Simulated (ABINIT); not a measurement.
## Beyond one shot: ZnSe (Stilleite)

Aim: iterate the self-energy on ZnSe (Stilleite) and follow the gap from cycle to cycle.

Method: PBE and many-body steps on it, plane waves, in ABINIT 10.8.3.

**Experimental background.**

- Gap 2.695 ± 0.003 eV: excitonic gap from free-exciton PL, not corrected for exciton binding; photoluminescence; 300 K; bulk crystal (Bridgman-grown crystal, polished and etched) (“Alloy Disordering Effects on the Thermal Conductivity and Energy Gap Temperature Dependence of Cd1−xZnxSe Ternary Crystals Grown by the Bridgman Method”, 2023, pmc:10253836).

Most raw output is cut from this account.

**1. Set-up**

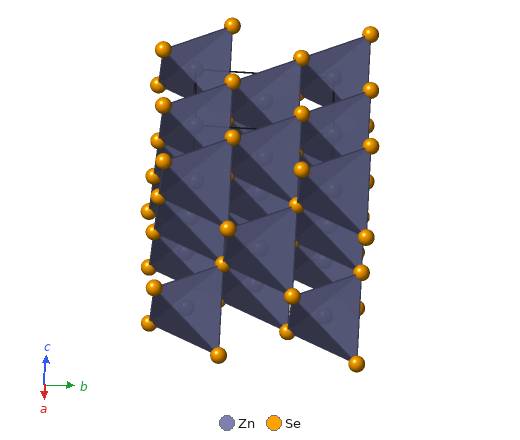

The cell as given, slightly off an axis (zinc blue, selenium orange). 2×1×1 cells are drawn. This picture shows the conventional cell, with its axes. Some periodic images of atoms are drawn too.

As a file:

```cif
data_structure
_symmetry_space_group_name_H-M 'P 1'
_symmetry_Int_Tables_number 1
_cell_length_a 4.0076
_cell_length_b 4.0076
_cell_length_c 4.0076
_cell_angle_alpha 60.000
_cell_angle_beta 60.000
_cell_angle_gamma 60.000
_cell_volume 45.51
loop_
_atom_site_label
_atom_site_type_symbol
_atom_site_fract_x
_atom_site_fract_y
_atom_site_fract_z
_atom_site_occupancy
Zn1 Zn 0.00000 0.00000 0.00000 1
Se2 Se 0.25000 0.25000 0.25000 1
```

The cell and positions come from the Crystallography Open Database and are kept as given unless a step says otherwise.

**2. Empty states on the mesh, 4×4×4 mesh, 103 bands**

This step: ABINIT 10.8.3; DFT, PBE, plane waves, norm-conserving pseudopotentials.

The sums over transitions need many empty states on a uniform mesh; this step solves for them.

The input, run.abi:

```
acell 3*1.0 Angstrom
rprim 
  -0.000000000000 2.833800000000 2.833800000000
  2.833800000000 -0.000000000000 2.833800000000
  2.833800000000 2.833800000000 0.000000000000
ntypat 2
znucl 30 34
natom 2
typat 1 2
xred 
  0.000000000000 0.000000000000 0.000000000000
  0.250000000000 0.250000000000 0.250000000000
pp_dirpath "pseudos"
pseudos "Zn.upf, Se.upf"
ecut 48
ngkpt 4 4 4
nshiftk 1
shiftk 0 0 0
kptopt 1
chksymbreak 0
iscf -2
irdden 1
istwfk *1
nband 103
nbdbuf 8
tolwfr 1e-09
nstep 60
prtvol 0
indata_prefix "in"
outdata_prefix "out"
tmpdata_prefix "tmp"
```

Run with:

```console
> OMP_NUM_THREADS=1 mpirun -n 4 abinit run.abi > log
```

Wall time 29 s (4 MPI ranks of Arm Neoverse V1, shared host); peak memory 0.35 GiB.

Numbers from this step:

```yaml
gap: 1.288 eV
k_of_the_valence_top: 0, 0, 0
k_of_the_conduction_bottom: 0, 0, 0
least_direct_gap: 1.288 eV
k_points_computed: 8
lowest_point_of_the_top_converged_band_above_the_valence_top: 72.0152 eV
```

On this mesh the gap is 1.288 eV.

The density comes from a self-consistent run that is not shown.

**3. Screening, 4×4×4 mesh, 95 bands, screening to 136.1 eV**

The RPA dielectric matrix is built and inverted for each q.

This step: RPA screening on PBE, plane waves, norm-conserving pseudopotentials.

run.abi, as its differences from that of step 2:

```diff
@@ -20,10 +20,11 @@
 chksymbreak 0
-iscf -2
-irdden 1
 istwfk *1
-nband 103
-nbdbuf 8
-tolwfr 1e-09
-nstep 60
-prtvol 0
+occopt 1
+irdwfk 1
+optdriver 3
+nband 95
+ecuteps 5
+inclvkb 2
+awtr 1
+symchi 1
 indata_prefix "in"
```

Run time: 41 s. Hardware: 4 MPI ranks; peak memory 1.1 GiB; 2.7 min of CPU time.

This step gave:

- ε∞ with local fields, on this mesh, along the program's q direction: 13.51
- the same without local fields: 14.46
- plasma frequency: 36.51 eV
- plane waves in the screening matrix: 169

Local fields lower ε∞ by 7 %. On a Γ-centred mesh this coarse the value itself is usually too large, while a short band sum pulls it down.

**4. G0W0**

The self-energy is evaluated for the states that the input lists, and the levels follow from it, in one-shot runs by the linearised quasiparticle equation.

This step: G0W0 on PBE, plane waves, norm-conserving pseudopotentials.

run.abi, as its differences from that of step 3:

```diff
@@ -23,8 +23,15 @@
 irdwfk 1
-optdriver 3
+optdriver 4
 nband 95
+gwcalctyp 0
+ecutsigx 48
+symsigma 1
+nkptgw 1
+kptgw 
+  0.0000000000 0.0000000000 0.0000000000
+bdgw 
+  20 26
 ecuteps 5
-inclvkb 2
-awtr 1
-symchi 1
+irdscr 1
+ppmodel 1
 indata_prefix "in"
```

Run time: 5.8 s. Hardware: 4 MPI ranks; peak memory 0.96 GiB; 23 s of CPU time.

Numbers from this step:

| Quantity | Value |
| --- | --- |
| G0W0 gap on the points computed | 2.008 eV |
| starting gap on the mesh | 1.288 eV |
| k of the valence top | 0, 0, 0 |
| k of the conduction bottom | 0, 0, 0 |
| Z at the valence top | 0.8 |
| Z at the conduction bottom | 0.817 |
| least direct G0W0 gap on the computed points | 2.008 eV |

The gap on the mesh goes from 1.29 eV to 2.01 eV, a correction of +0.72 eV.

**5. QSGW, cycle 1**

This step: QSGW on PBE, plane waves, norm-conserving pseudopotentials.

run.abi, as its differences from that of step 4:

```diff
@@ -25,10 +25,24 @@
 nband 95
-gwcalctyp 0
+gwcalctyp 28
 ecutsigx 48
-symsigma 1
-nkptgw 1
+symsigma 0
+nkptgw 8
 kptgw 
   0.0000000000 0.0000000000 0.0000000000
+  0.2500000000 0.0000000000 0.0000000000
+  0.5000000000 0.0000000000 0.0000000000
+  0.2500000000 0.2500000000 0.0000000000
+  0.5000000000 0.2500000000 0.0000000000
+  -0.2500000000 0.2500000000 0.0000000000
+  0.5000000000 0.5000000000 0.0000000000
+  -0.2500000000 0.5000000000 0.2500000000
 bdgw 
-  20 26
+  15 32
+  15 32
+  15 32
+  15 32
+  15 32
+  15 32
+  15 32
+  15 32
 ecuteps 5
@@ -36,2 +50,3 @@
 ppmodel 1
+rhoqpmix 0.3
 indata_prefix "in"
```

The job ended after 4.6 min (4 MPI ranks; peak memory 1.9 GiB).

Numbers from this step:

```yaml
quasiparticle_gap_on_the_mesh: 2.166 eV
gap_of_the_density_functional_on_the_mesh: 1.288 eV
k_of_the_valence_top: 0, 0, 0
k_of_the_conduction_bottom: 0, 0, 0
z_at_the_valence_top: 1
z_at_the_conduction_bottom: 1
least_direct_quasiparticle_gap_on_the_computed_points: 2.166 eV
```

Against G0W0 in ABINIT (4×4×4 mesh, 95 bands, screening to 136.1 eV, Godby-Needs plasmon pole), the gap moves by +0.158 eV.

**6. Screening, 4×4×4 mesh, 95 bands, screening to 136.1 eV**

This step: RPA screening on PBE, plane waves, norm-conserving pseudopotentials.

The input, run.abi:

```
acell 3*1.0 Angstrom
rprim 
  -0.000000000000 2.833800000000 2.833800000000
  2.833800000000 -0.000000000000 2.833800000000
  2.833800000000 2.833800000000 0.000000000000
ntypat 2
znucl 30 34
natom 2
typat 1 2
xred 
  0.000000000000 0.000000000000 0.000000000000
  0.250000000000 0.250000000000 0.250000000000
pp_dirpath "pseudos"
pseudos "Zn.upf, Se.upf"
ecut 48
ngkpt 4 4 4
nshiftk 1
shiftk 0 0 0
kptopt 1
chksymbreak 0
istwfk *1
occopt 1
irdwfk 1
optdriver 3
nband 95
ecuteps 5
inclvkb 2
awtr 1
symchi 1
gwcalctyp 28
mbpt_sciss 1.079 eV
nqptdm 1
qptdm 
  0 0 0
indata_prefix "in"
outdata_prefix "out"
tmpdata_prefix "tmp"
```

Elapsed: 9.6 s, on 4 MPI ranks; peak memory 1.1 GiB; 38 s of CPU time.

This step gave:

| Item | Value |
| --- | --- |
| ε∞ with local fields, on this mesh, along the program's q direction | 9.784 |
| the same without local fields | 10.48 |
| plasma frequency | 36.51 eV |
| plane waves in the screening matrix | 169 |

This screening uses the functional's bands under a rigid shift, the mean opening of the cycle before.

**7. Screening, 4×4×4 mesh, 95 bands, screening to 136.1 eV**

This step: RPA screening on PBE from quasiparticle energies and orbitals, plane waves, norm-conserving pseudopotentials.

run.abi, as its differences from that of step 6:

```diff
@@ -29,7 +29,13 @@
 symchi 1
+irdqps 1
 gwcalctyp 28
-mbpt_sciss 1.079 eV
-nqptdm 1
+nqptdm 7
 qptdm 
-  0 0 0
+  0.2500000000 0.0000000000 0.0000000000
+  0.5000000000 0.0000000000 0.0000000000
+  0.2500000000 0.2500000000 0.0000000000
+  0.5000000000 0.2500000000 0.0000000000
+  -0.2500000000 0.2500000000 0.0000000000
+  0.5000000000 0.5000000000 0.0000000000
+  -0.2500000000 0.5000000000 0.2500000000
 indata_prefix "in"
```

The input, mrgscr.stdin:

```
2
merged
q0_SCR
out_SCR
1
```

Run with:

```console
> OMP_NUM_THREADS=1 mpirun -n 4 abinit run.abi > log; mrgscr < mrgscr.stdin
```

Wall time 35 s (4 MPI ranks); peak memory 1.1 GiB; 2.3 min of CPU time.

This step gave:

| Quantity | Value |
| --- | --- |
| plasma frequency | 36.51 eV |
| plane waves in the screening matrix | 169 |

This screening reads the quasiparticle levels of the cycle before.

**8. QSGW, cycle 2**

The corrected levels of the last cycle go back in.

This step: QSGW on PBE, plane waves, norm-conserving pseudopotentials.

run.abi, as its differences from that of step 7:

```diff
@@ -23,12 +23,10 @@
 irdwfk 1
-optdriver 3
+optdriver 4
 nband 95
-ecuteps 5
-inclvkb 2
-awtr 1
-symchi 1
-irdqps 1
 gwcalctyp 28
-nqptdm 7
-qptdm 
+ecutsigx 48
+symsigma 0
+nkptgw 8
+kptgw 
+  0.0000000000 0.0000000000 0.0000000000
   0.2500000000 0.0000000000 0.0000000000
@@ -40,2 +38,16 @@
   -0.2500000000 0.5000000000 0.2500000000
+bdgw 
+  15 32
+  15 32
+  15 32
+  15 32
+  15 32
+  15 32
+  15 32
+  15 32
+ecuteps 5
+irdscr 1
+ppmodel 1
+irdqps 1
+rhoqpmix 0.3
 indata_prefix "in"
```

Run with:

```console
> OMP_NUM_THREADS=1 mpirun -n 4 abinit run.abi > log
```

Elapsed: 4.6 min, on 4 MPI ranks; peak memory 1.9 GiB.

Numbers from this step:

- quasiparticle gap on the mesh: 2.281 eV
- gap of the density functional on the mesh: 1.288 eV
- k of the valence top: 0, 0, 0
- k of the conduction bottom: 0, 0, 0
- least direct quasiparticle gap on the computed points: 2.281 eV

Against the cycle before, the gap moves by +0.115 eV.

**9. Screening, 4×4×4 mesh, 95 bands, screening to 136.1 eV**

This step: RPA screening on PBE, plane waves, norm-conserving pseudopotentials.

The input, run.abi:

```
acell 3*1.0 Angstrom
rprim 
  -0.000000000000 2.833800000000 2.833800000000
  2.833800000000 -0.000000000000 2.833800000000
  2.833800000000 2.833800000000 0.000000000000
ntypat 2
znucl 30 34
natom 2
typat 1 2
xred 
  0.000000000000 0.000000000000 0.000000000000
  0.250000000000 0.250000000000 0.250000000000
pp_dirpath "pseudos"
pseudos "Zn.upf, Se.upf"
ecut 48
ngkpt 4 4 4
nshiftk 1
shiftk 0 0 0
kptopt 1
chksymbreak 0
istwfk *1
occopt 1
irdwfk 1
optdriver 3
nband 95
ecuteps 5
inclvkb 2
awtr 1
symchi 1
gwcalctyp 28
mbpt_sciss 1.205 eV
nqptdm 1
qptdm 
  0 0 0
indata_prefix "in"
outdata_prefix "out"
tmpdata_prefix "tmp"
```

The job ended after 9.5 s (4 MPI ranks; peak memory 1.1 GiB; 38 s of CPU time).

This step gave:

```
ε∞ with local fields, on this mesh, along the program's q direction : 9.518
the same without local fields                                       : 10.20
plasma frequency                                                    : 36.51 eV
plane waves in the screening matrix                                 : 169
```

This screening uses the functional's bands under a rigid shift, the mean opening of the cycle before.

**10. Screening, 4×4×4 mesh, 95 bands, screening to 136.1 eV**

This step: RPA screening on PBE from quasiparticle energies and orbitals, plane waves, norm-conserving pseudopotentials.

run.abi, as its differences from that of step 9:

```diff
@@ -29,7 +29,13 @@
 symchi 1
+irdqps 1
 gwcalctyp 28
-mbpt_sciss 1.205 eV
-nqptdm 1
+nqptdm 7
 qptdm 
-  0 0 0
+  0.2500000000 0.0000000000 0.0000000000
+  0.5000000000 0.0000000000 0.0000000000
+  0.2500000000 0.2500000000 0.0000000000
+  0.5000000000 0.2500000000 0.0000000000
+  -0.2500000000 0.2500000000 0.0000000000
+  0.5000000000 0.5000000000 0.0000000000
+  -0.2500000000 0.5000000000 0.2500000000
 indata_prefix "in"
```

mrgscr.stdin is that of step 7.

Run with:

```console
> OMP_NUM_THREADS=1 mpirun -n 4 abinit run.abi > log; mrgscr < mrgscr.stdin
```

It took 34 s on 4 MPI ranks; peak memory 1.1 GiB; 2.3 min of CPU time.

This step gave:

* plasma frequency: 36.51 eV
* plane waves in the screening matrix: 169

This screening reads the quasiparticle levels of the cycle before.

**11. QSGW, cycle 3**

This step: QSGW on PBE, plane waves, norm-conserving pseudopotentials.

run.abi, as its differences from that of step 10:

```diff
@@ -23,12 +23,10 @@
 irdwfk 1
-optdriver 3
+optdriver 4
 nband 95
-ecuteps 5
-inclvkb 2
-awtr 1
-symchi 1
-irdqps 1
 gwcalctyp 28
-nqptdm 7
-qptdm 
+ecutsigx 48
+symsigma 0
+nkptgw 8
+kptgw 
+  0.0000000000 0.0000000000 0.0000000000
   0.2500000000 0.0000000000 0.0000000000
@@ -40,2 +38,16 @@
   -0.2500000000 0.5000000000 0.2500000000
+bdgw 
+  15 32
+  15 32
+  15 32
+  15 32
+  15 32
+  15 32
+  15 32
+  15 32
+ecuteps 5
+irdscr 1
+ppmodel 1
+irdqps 1
+rhoqpmix 0.3
 indata_prefix "in"
```

Run with:

```console
> OMP_NUM_THREADS=1 mpirun -n 4 abinit run.abi > log
```

Run time: 4.5 min. Hardware: 4 MPI ranks; peak memory 1.9 GiB.

This step gave:

* quasiparticle gap on the mesh: 2.357 eV
* gap of the density functional on the mesh: 1.288 eV
* k of the valence top: 0, 0, 0
* k of the conduction bottom: 0, 0, 0
* least direct quasiparticle gap on the computed points: 2.357 eV

Against the cycle before, the gap moves by +0.076 eV.

**12. Screening, 4×4×4 mesh, 95 bands, screening to 136.1 eV**

This step: RPA screening on PBE, plane waves, norm-conserving pseudopotentials.

The input, run.abi:

```
acell 3*1.0 Angstrom
rprim 
  -0.000000000000 2.833800000000 2.833800000000
  2.833800000000 -0.000000000000 2.833800000000
  2.833800000000 2.833800000000 0.000000000000
ntypat 2
znucl 30 34
natom 2
typat 1 2
xred 
  0.000000000000 0.000000000000 0.000000000000
  0.250000000000 0.250000000000 0.250000000000
pp_dirpath "pseudos"
pseudos "Zn.upf, Se.upf"
ecut 48
ngkpt 4 4 4
nshiftk 1
shiftk 0 0 0
kptopt 1
chksymbreak 0
istwfk *1
occopt 1
irdwfk 1
optdriver 3
nband 95
ecuteps 5
inclvkb 2
awtr 1
symchi 1
gwcalctyp 28
mbpt_sciss 1.273 eV
nqptdm 1
qptdm 
  0 0 0
indata_prefix "in"
outdata_prefix "out"
tmpdata_prefix "tmp"
```

Elapsed: 9.5 s, on 4 MPI ranks; peak memory 1.1 GiB.

Numbers from this step:

| Item | Value |
| --- | --- |
| ε∞ with local fields, on this mesh, along the program's q direction | 9.383 |
| the same without local fields | 10.05 |
| plasma frequency | 36.51 eV |
| plane waves in the screening matrix | 169 |

This screening uses the functional's bands under a rigid shift, the mean opening of the cycle before.

**13. Screening, 4×4×4 mesh, 95 bands, screening to 136.1 eV**

This step: RPA screening on PBE from quasiparticle energies and orbitals, plane waves, norm-conserving pseudopotentials.

run.abi, as its differences from that of step 12:

```diff
@@ -29,7 +29,13 @@
 symchi 1
+irdqps 1
 gwcalctyp 28
-mbpt_sciss 1.273 eV
-nqptdm 1
+nqptdm 7
 qptdm 
-  0 0 0
+  0.2500000000 0.0000000000 0.0000000000
+  0.5000000000 0.0000000000 0.0000000000
+  0.2500000000 0.2500000000 0.0000000000
+  0.5000000000 0.2500000000 0.0000000000
+  -0.2500000000 0.2500000000 0.0000000000
+  0.5000000000 0.5000000000 0.0000000000
+  -0.2500000000 0.5000000000 0.2500000000
 indata_prefix "in"
```

mrgscr.stdin is that of step 10.

Run with:

```console
> OMP_NUM_THREADS=1 mpirun -n 4 abinit run.abi > log; mrgscr < mrgscr.stdin
```

Wall time 34 s (4 MPI ranks); peak memory 1.1 GiB; 2.2 min of CPU time.

This step gave:

- plasma frequency: 36.51 eV
- plane waves in the screening matrix: 169

This screening reads the quasiparticle levels of the cycle before.

**14. QSGW, cycle 4**

This step: QSGW on PBE, plane waves, norm-conserving pseudopotentials.

run.abi, as its differences from that of step 13:

```diff
@@ -23,12 +23,10 @@
 irdwfk 1
-optdriver 3
+optdriver 4
 nband 95
-ecuteps 5
-inclvkb 2
-awtr 1
-symchi 1
-irdqps 1
 gwcalctyp 28
-nqptdm 7
-qptdm 
+ecutsigx 48
+symsigma 0
+nkptgw 8
+kptgw 
+  0.0000000000 0.0000000000 0.0000000000
   0.2500000000 0.0000000000 0.0000000000
@@ -40,2 +38,16 @@
   -0.2500000000 0.5000000000 0.2500000000
+bdgw 
+  15 32
+  15 32
+  15 32
+  15 32
+  15 32
+  15 32
+  15 32
+  15 32
+ecuteps 5
+irdscr 1
+ppmodel 1
+irdqps 1
+rhoqpmix 0.3
 indata_prefix "in"
```

Run with:

```console
> OMP_NUM_THREADS=1 mpirun -n 4 abinit run.abi > log
```

It took 4.3 min on 4 MPI ranks; peak memory 1.9 GiB.

Numbers from this step:

```
quasiparticle gap on the mesh                         : 2.398 eV
gap of the density functional on the mesh             : 1.288 eV
k of the valence top                                  : 0, 0, 0
k of the conduction bottom                            : 0, 0, 0
least direct quasiparticle gap on the computed points : 2.398 eV
```

Against the cycle before, the gap moves by +0.041 eV.

**15. Screening, 4×4×4 mesh, 95 bands, screening to 136.1 eV**

This step: RPA screening on PBE, plane waves, norm-conserving pseudopotentials.

The input, run.abi:

```
acell 3*1.0 Angstrom
rprim 
  -0.000000000000 2.833800000000 2.833800000000
  2.833800000000 -0.000000000000 2.833800000000
  2.833800000000 2.833800000000 0.000000000000
ntypat 2
znucl 30 34
natom 2
typat 1 2
xred 
  0.000000000000 0.000000000000 0.000000000000
  0.250000000000 0.250000000000 0.250000000000
pp_dirpath "pseudos"
pseudos "Zn.upf, Se.upf"
ecut 48
ngkpt 4 4 4
nshiftk 1
shiftk 0 0 0
kptopt 1
chksymbreak 0
istwfk *1
occopt 1
irdwfk 1
optdriver 3
nband 95
ecuteps 5
inclvkb 2
awtr 1
symchi 1
gwcalctyp 28
mbpt_sciss 1.309 eV
nqptdm 1
qptdm 
  0 0 0
indata_prefix "in"
outdata_prefix "out"
tmpdata_prefix "tmp"
```

Run time: 9.3 s. Hardware: 4 MPI ranks; peak memory 1.1 GiB.

This step gave:

```
ε∞ with local fields, on this mesh, along the program's q direction : 9.314
the same without local fields                                       : 9.977
plasma frequency                                                    : 36.51 eV
plane waves in the screening matrix                                 : 169
```

This screening uses the functional's bands under a rigid shift, the mean opening of the cycle before.

**16. Screening, 4×4×4 mesh, 95 bands, screening to 136.1 eV**

This step: RPA screening on PBE from quasiparticle energies and orbitals, plane waves, norm-conserving pseudopotentials.

run.abi, as its differences from that of step 15:

```diff
@@ -29,7 +29,13 @@
 symchi 1
+irdqps 1
 gwcalctyp 28
-mbpt_sciss 1.309 eV
-nqptdm 1
+nqptdm 7
 qptdm 
-  0 0 0
+  0.2500000000 0.0000000000 0.0000000000
+  0.5000000000 0.0000000000 0.0000000000
+  0.2500000000 0.2500000000 0.0000000000
+  0.5000000000 0.2500000000 0.0000000000
+  -0.2500000000 0.2500000000 0.0000000000
+  0.5000000000 0.5000000000 0.0000000000
+  -0.2500000000 0.5000000000 0.2500000000
 indata_prefix "in"
```

mrgscr.stdin is that of step 13.

Run with:

```console
> OMP_NUM_THREADS=1 mpirun -n 4 abinit run.abi > log; mrgscr < mrgscr.stdin
```

It took 33 s on 4 MPI ranks; peak memory 1.1 GiB.

This step gave:

```
plasma frequency                    : 36.51 eV
plane waves in the screening matrix : 169
```

This screening reads the quasiparticle levels of the cycle before.

[end of part 1 of 2]

[Paths, hosts, dates, memory and timing lines, banners, echoed tables and standing remarks are left out of the program output.]

[Logs are printed without paths, hosts, clocks, repeated set-up lines and the standing remarks that a program may print on its own settings, such as how far it seeks lower states.]

[Runs of the session that timed out or met a known fault of the program may be left out.]

[Hosts, paths, dates, database ids (printed as entryN), source tags and the programs' standing remarks are cut or masked in the printed files.]

[G0W0 gaps are taken among the corrected bands and points alone; a level outside them can change the order at an edge.]

[Where Ansatz stands beside ABINIT at settings called matched, ABINIT's density can come from a denser mesh and the files from another edition; pairs whose starting gaps differed by over 0.03 eV were left out, so agreement reads better than it is.]
